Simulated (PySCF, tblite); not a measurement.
# C5H13OSi radical: geometry, infrared bands and EPR parameters

What infrared bands and EPR parameters should C5H13OSi radical (`CCC(CC)O[SiH2]`) show?

Computed with tblite 0.8.0 and PySCF 2.14.0, with density-fitted response routines of our own, on a single molecule in the gas phase. Atoms count from 0, in the outputs and in this text.

## (1) The starting structure

20 atoms, charge 0, multiplicity 2; geometry from: force field or distance geometry start.

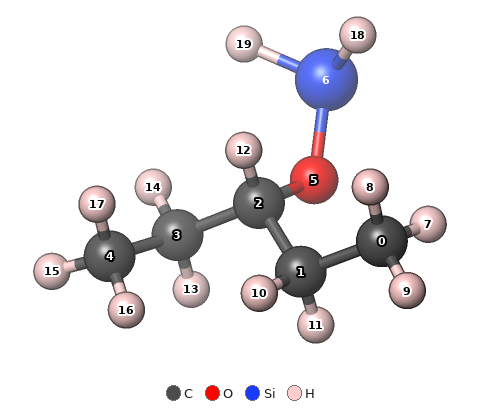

As it starts; carbon dark grey, oxygen red, silicon blue, hydrogen pink, atoms numbered.

## (2) Optimising the geometry with GFN2-xTB

The job: settings as JSON, then the geometry in Å.

```
{"job": {"kind": "relax", "xc": "GFN2-xTB", "basis": "xTB"}, "charge": 0, "multiplicity": 2}
C      1.319100    -2.020300     0.348500
C      0.091100    -1.304200    -0.248100
C      0.163600     0.215100    -0.050500
C     -1.081400     0.920800    -0.666500
C     -2.385800     0.573600     0.054600
O      1.310700     0.700300    -0.745900
Si     2.287200     1.860600    -0.041100
H      2.238100    -1.721900    -0.159800
H      1.424800    -1.792200     1.415400
H      1.195300    -3.102700     0.249300
H     -0.804000    -1.717600     0.237800
H      0.038500    -1.555200    -1.304800
H      0.202000     0.437900     1.032600
H     -1.158100     0.666400    -1.726900
H     -0.940500     2.009000    -0.617700
H     -3.201300     1.185900    -0.346500
H     -2.658300    -0.470600    -0.089800
H     -2.315900     0.771300     1.120600
H      2.813800     1.313700     1.242300
H      1.456000     3.040800     0.293400
```

The run is started by

```sh
$ OMP_NUM_THREADS=1 python probes_run.py task.json out
```

One launch serves the whole session: the jobs run in the order shown.

The log of the run:

```text
step      E/eV     max force
  0    -629.16754    1.375
  1    -629.23515    0.740
  2    -629.26765    0.549
  3    -629.27870    0.334
  4    -629.28634    0.215
  5    -629.29020    0.212
  6    -629.29637    0.216
  7    -629.29899    0.155
  8    -629.30112    0.110
  9    -629.30312    0.151
 10    -629.30591    0.175
 11    -629.30888    0.186
 12    -629.31164    0.145
 13    -629.31393    0.123
 14    -629.31596    0.135
 15    -629.31771    0.114
 16    -629.31909    0.085
 17    -629.32028    0.086
 18    -629.32140    0.090
 19    -629.32233    0.082
 20    -629.32294    0.052
 21    -629.32334    0.056
 22    -629.32375    0.061
 23    -629.32424    0.059
 24    -629.32476    0.061
 25    -629.32522    0.045
 26    -629.32560    0.042
 27    -629.32593    0.042
 28    -629.32618    0.032
 29    -629.32638    0.034
 30    -629.32655    0.040
 31    -629.32677    0.041
 32    -629.32702    0.043
 33    -629.32728    0.035
 34    -629.32748    0.031
 35    -629.32765    0.026
 36    -629.32782    0.031
 37    -629.32801    0.028
 38    -629.32820    0.036
 39    -629.32838    0.037
 40    -629.32854    0.030
 41    -629.32869    0.034
 42    -629.32886    0.034
 43    -629.32903    0.032
 44    -629.32918    0.028
 45    -629.32929    0.022
 46    -629.32940    0.027
 47    -629.32953    0.029
 48    -629.32973    0.043
 49    -629.32998    0.042
 50    -629.33021    0.029
 51    -629.33037    0.030
 52    -629.33050    0.034
 53    -629.33065    0.038
 54    -629.33081    0.034
 55    -629.33093    0.024
 56    -629.33100    0.020
 57    -629.33105    0.016
 58    -629.33110    0.014
 59    -629.33115    0.014
 60    -629.33119    0.014
 61    -629.33123    0.013
 62    -629.33126    0.012
 63    -629.33129    0.013
 64    -629.33132    0.012
 65    -629.33135    0.014
 66    -629.33138    0.014
 67    -629.33141    0.013
 68    -629.33142    0.012
 69    -629.33145    0.015
 70    -629.33149    0.021
 71    -629.33153    0.020
 72    -629.33159    0.018
 73    -629.33165    0.020
 74    -629.33171    0.020
 75    -629.33179    0.021
 76    -629.33188    0.021
 77    -629.33198    0.023
 78    -629.33210    0.023
 79    -629.33222    0.027
 80    -629.33230    0.021
 81    -629.33234    0.014
 82    -629.33236    0.013
 83    -629.33239    0.012
 84    -629.33241    0.014
 85    -629.33243    0.009
```

Run time: 0.48 s. Hardware: 1 thread of Arm Neoverse V2, shared host.

Relaxation path: (not every step is listed)

```
step  energy from step 0 (eV)  largest force (eV/Å)
   0                   0.0000                1.3754
   1                  -0.0676                0.7399
   2                  -0.1001                0.5493
   3                  -0.1112                0.3340
   4                  -0.1188                0.2152
   5                  -0.1227                0.2117
   6                  -0.1288                0.2163
   7                  -0.1314                0.1553
   8                  -0.1336                0.1105
  15                  -0.1502                0.1141
  22                  -0.1562                0.0607
  29                  -0.1588                0.0335
  36                  -0.1603                0.0314
  43                  -0.1615                0.0321
  50                  -0.1627                0.0287
  57                  -0.1635                0.0158
  64                  -0.1638                0.0122
  71                  -0.1640                0.0197
  78                  -0.1646                0.0233
  80                  -0.1648                0.0210
  81                  -0.1648                0.0138
  82                  -0.1648                0.0135
  83                  -0.1649                0.0122
  84                  -0.1649                0.0142
  85                  -0.1649                0.0093
```

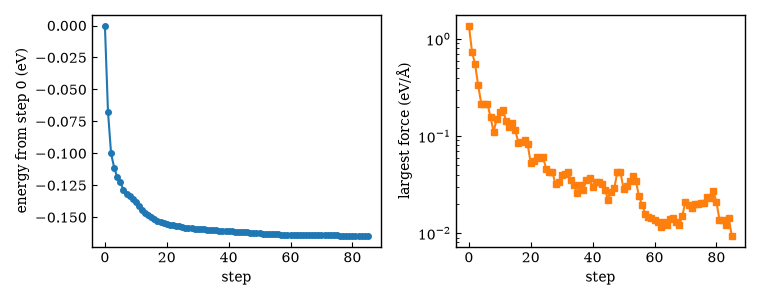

Energy and force, step by step.

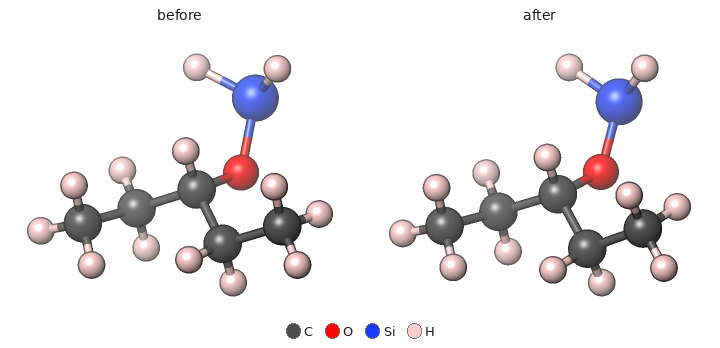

Before and after, at one scale.

Distances of close pairs at the start and the end, largest changes first:

```
   bond  before (Å)  after (Å)  change (Å)
 O5–Si6       1.672      1.614      -0.059
Si6–H18       1.491      1.459      -0.032
  C2–C3       1.558      1.531      -0.027
Si6–H19       1.482      1.458      -0.024
  C0–C1       1.542      1.524      -0.018
  C2–O5       1.426      1.415      -0.011
 C1–H10       1.099      1.091      -0.009
 C4–H15       1.096      1.087      -0.008
```

The end geometry stands in the next job.

## (3) Harmonic vibrations with GFN2-xTB

The job: settings as JSON, then the geometry in Å.

```
{"job": {"kind": "ir", "xc": "GFN2-xTB", "basis": "xTB"}, "charge": 0, "multiplicity": 2}
C      1.273986    -2.016728     0.389486
C      0.112278    -1.324078    -0.312184
C      0.107868     0.180975    -0.045040
C     -1.115978     0.888796    -0.632185
C     -2.416393     0.558904     0.089271
O      1.270302     0.732235    -0.634690
Si     2.293072     1.835032    -0.050378
H      2.218091    -1.591555     0.058086
H      1.197114    -1.891103     1.468054
H      1.273943    -3.080619     0.164639
H     -0.831105    -1.749786     0.031738
H      0.190648    -1.478082    -1.390092
H      0.133681     0.353874     1.040766
H     -1.194737     0.627372    -1.689083
H     -0.931595     1.964171    -0.571388
H     -3.225745     1.168021    -0.305993
H     -2.685337    -0.485995    -0.041447
H     -2.324128     0.760383     1.154439
H      2.945702     1.398169     1.179062
H      1.703183     3.160692     0.093906
```

The log of the run:

```text
mode    cm-1     km/mol
  1      15.7      1.12
  2      56.6      0.10
  3      85.3      0.14
  4     121.1      0.31
  5     157.9      0.50
  6     197.4      0.15
  7     227.1      0.30
  8     245.1      0.42
  9     267.5      1.39
 10     412.4      0.89
 11     418.3      4.95
 12     462.0      0.33
 13     578.6     74.46
 14     630.9     92.62
 15     753.8     22.09
 16     795.6    152.23
 17     803.4      8.21
 18     869.9     39.96
 19     904.4      2.03
 20     969.2     13.23
 21    1025.9     29.51
 22    1038.0    141.41
 23    1082.9     28.32
 24    1093.3      4.16
 25    1117.4     15.74
 26    1135.9      3.68
 27    1168.8      1.05
 28    1239.8      1.89
 29    1256.6      2.17
 30    1301.3      3.90
 31    1307.5      8.45
 32    1348.7      3.98
 33    1358.2      6.27
 34    1410.0      1.98
 35    1414.3      1.53
 36    1466.8      0.37
 37    1490.4      0.71
 38    1500.3      2.75
 39    1501.7      2.23
 40    1504.8      5.15
 41    1507.4      3.28
 42    2266.0    565.34
 43    2294.6    103.62
 44    2860.8     64.49
 45    2969.8     35.75
 46    2983.4     21.12
 47    2989.0     33.36
 48    2991.6     29.53
 49    3024.4     42.30
 50    3031.5     58.28
 51    3035.6     33.28
 52    3036.8     53.06
 53    3044.8      5.36
 54    3045.6     54.18
```

Run time: 0.6 s. Hardware: 1 thread of Arm Neoverse V2, shared host.

Which atoms move in the most intense modes:

```
cm⁻¹  km/mol                         atoms
 579    74.5            H18 42 %, H19 42 %
 631    92.6  H19 43 %, H18 39 %, Si6 13 %
 796   152.2            H18 49 %, H19 47 %
1038   141.4             O5 41 %, H10 12 %
2266   565.3            H18 54 %, H19 41 %
2295   103.6            H19 55 %, H18 43 %
2861    64.5                      H12 93 %
3032    58.3                      H17 84 %
```

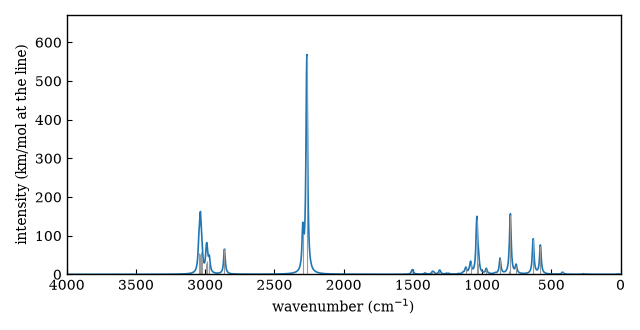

The infrared spectrum from these modes, unscaled. Lines are broadened to a width of 14 cm⁻¹ (Lorentzian).

## (4) EPR parameters: B3LYP/pcH-1

The job, as its differences from that of step 3:

```diff
@@ -1,2 +1,2 @@
-{"job": {"kind": "ir", "xc": "GFN2-xTB", "basis": "xTB"}, "charge": 0, "multiplicity": 2}
+{"job": {"kind": "epr", "basis": "pcH-1"}, "charge": 0, "multiplicity": 2}
 C      1.273986    -2.016728     0.389486
```

Method: UKS B3LYP, pcH-1 on C H O Si, non-relativistic, mean-field spin-orbit, GIAO.

The log of the run:

```text
UKS, coarse grid
  cycle   1  E = -562.95409047  |g| = 5.98e-01
  cycle   2  E = -562.66700108  |g| = 1.04e+00
  cycle   3  E = -563.08474027  |g| = 1.39e-01
  cycle   4  E = -563.09176926  |g| = 4.96e-02
  cycle   5  E = -563.09291826  |g| = 5.77e-03
  cycle   6  E = -563.09293578  |g| = 1.64e-03
  cycle   7  E = -563.09293689  |g| = 9.28e-04
UKS, final grid
  cycle   1  E = -563.09292953  |g| = 1.20e-03
  cycle   2  E = -563.09292901  |g| = 1.63e-03
  cycle   3  E = -563.09293019  |g| = 1.06e-04
  cycle   4  E = -563.09293020  |g| = 3.25e-05
  cycle   5  E = -563.09293020  |g| = 1.61e-05
E = -563.09293020 Eh   <S^2> = 0.7511 (exact 0.7500)
g shifts (ppm)      1          2          3
  rmc          -140       -140       -140
  gc             71         20         68
  oz_so        -850        -15       1911
  total        -919       -134       1839
hyperfine (MHz)  atom isotope    a_iso     a_fc   dipolar eigenvalues
    0   13C       0.06       0.06     -0.26     -0.17      0.43
    1   13C      -1.13      -1.13     -0.35     -0.28      0.63
    2   13C      31.83      31.84     -3.29     -3.16      6.46
    3   13C      -0.96      -0.96     -0.44     -0.15      0.59
    4   13C       0.74       0.74     -0.20     -0.19      0.39
    5   17O     -76.93     -76.87    -10.19      4.50      5.69
    6  29Si    -596.74    -597.79   -164.96     82.16     82.80
    7    1H       0.10       0.09     -1.52     -1.35      2.87
    8    1H       0.10       0.10     -0.82     -0.78      1.60
    9    1H       0.03       0.03     -0.55     -0.52      1.07
   10    1H       1.05       1.05     -0.70     -0.58      1.28
   11    1H      -0.02      -0.02     -1.10     -0.88      1.97
   12    1H      -2.09      -2.09     -3.20     -0.72      3.92
   13    1H      -0.02      -0.02     -1.01     -0.86      1.87
   14    1H       0.04       0.04     -1.53     -1.28      2.81
   15    1H       0.77       0.77     -0.40     -0.37      0.77
   16    1H      -0.01      -0.01     -0.45     -0.42      0.87
   17    1H       0.09       0.09     -0.59     -0.49      1.09
   18    1H      64.95      64.94     -9.53      0.99      8.54
   19    1H      71.53      71.52     -9.56      1.09      8.47
```

It took 2 min on 1 thread of Arm Neoverse V2, shared host; peak memory 0.97 GiB.

Principal g values 2.00140, 2.00218, 2.00416; g(iso) = 2.00258, against 2.00232 for a free electron.

Mean a(iso) over the nuclei that a row names, and the largest dipolar term of the row (other rows stand at the frozen geometry):

```
                   nuclei  isotope  a(iso) (MHz)  a(iso) (G, at g = 2.0023)  largest dipolar term (MHz)
                      Si6     29Si        -596.7                     -212.9                      -165.0
                       O5      17O         -76.9                      -27.4                       -10.2
                 H18, H19       1H          68.2                       24.3                        -9.6
                       C2      13C          31.8                       11.4                         6.5
                      H12       1H          -2.1                       -0.7                         3.9
                   C1, C3      13C          -1.0                       -0.4                         0.6
                 H10, H13       1H           0.5                        0.2                         1.9
                   C0, C4      13C           0.4                        0.1                         0.4
H7, H8, H9, H15, H16, H17       1H           0.2                        0.1                         2.9
                 H11, H14       1H           0.0                        0.0                         2.8
```

Mulliken spin populations:

C0 0.00; C1 0.00; C2 0.02; C3 0.00; C4 0.00; O5 0.00; Si6 0.94; H7 0.00; H8 0.00; H9 0.00; H10 0.00; H11 0.00; H12 0.00; H13 0.00; H14 0.00; H15 0.00; H16 0.00; H17 0.00; H18 0.02; H19 0.02

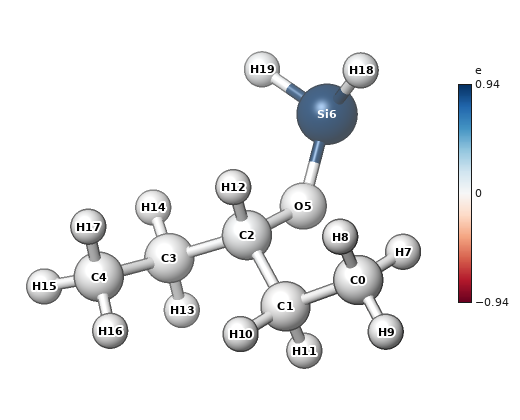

Mulliken spin populations, as colours on the atoms.

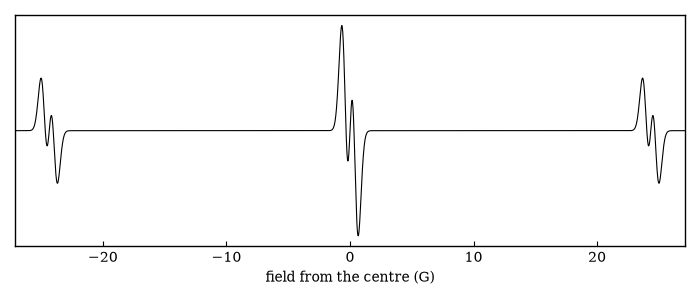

First-order isotropic spectrum (first derivative, main isotopes with spin only, couplings over 0.8 MHz, Gaussian width 0.3 G; couplings of the frozen geometry, rotation of groups not averaged beyond the rows shown).

The fields below are evaluated on a grid from the run's orbitals.

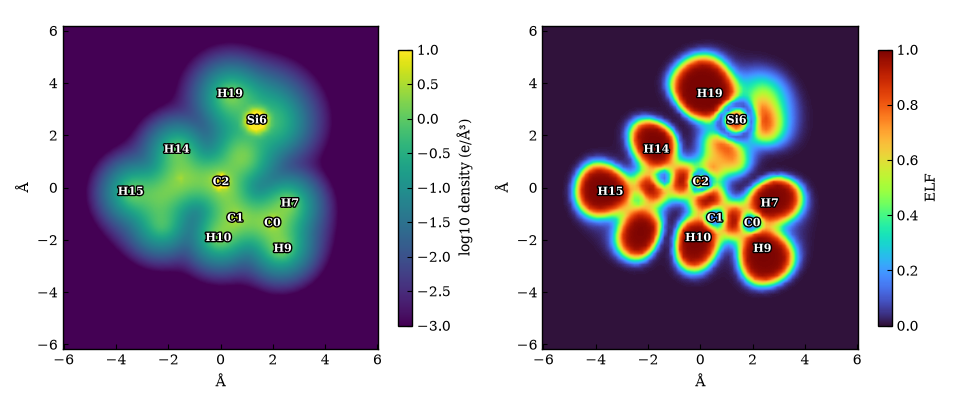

Density (left) and ELF (right) in a plane through or near 10 of the atoms.

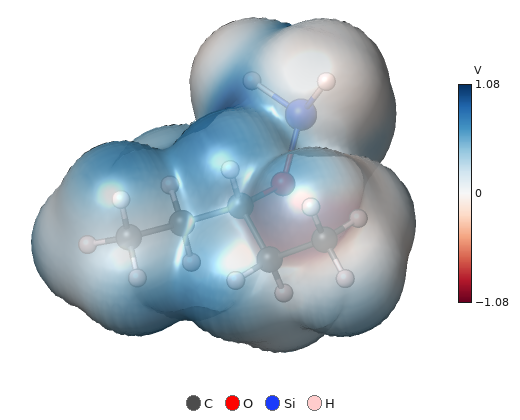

Electrostatic potential on the surface of density 0.002 e/bohr³; red is low, blue high. It runs from -1.08 V near O5 to 0.85 V near H12.

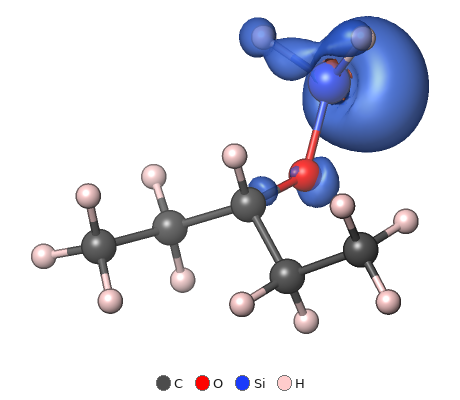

Spin density at ±0.04 e/Å³ (alpha excess blue, beta excess red).

## (5) Outcome

| quantity | value |
| --- | --- |
| strongest single infrared mode (GFN2-xTB) | 2266 cm⁻¹, 565 km/mol |
| zero-point energy (GFN2-xTB) | 105.5 kcal/mol |
| g(iso) (B3LYP) | 2.00258 |
| ⟨S²⟩ | 0.751 (exact 0.75) |
| largest a(iso) (averaged by class) | 29Si on Si6, -596.7 MHz |
| surface potential, least and greatest | -1.08 V and 0.85 V |

Relaxing lowered the energy by 0.165 eV in 85 steps; the close pair that moved most is O5–Si6, from 1.672 to 1.614 Å. All 54 modes are real, so the xTB geometry is a minimum. The strongest single mode, at 2266 cm⁻¹, moves mainly H18 and H19. GFN2-xTB is a fitted tight-binding method: band positions and strengths are rough. Its intensities can rank the bands wrongly. Most of the unpaired spin sits on Si6 (0.94 e). The isotropic g lies 0.3 ppt above the free-electron value.
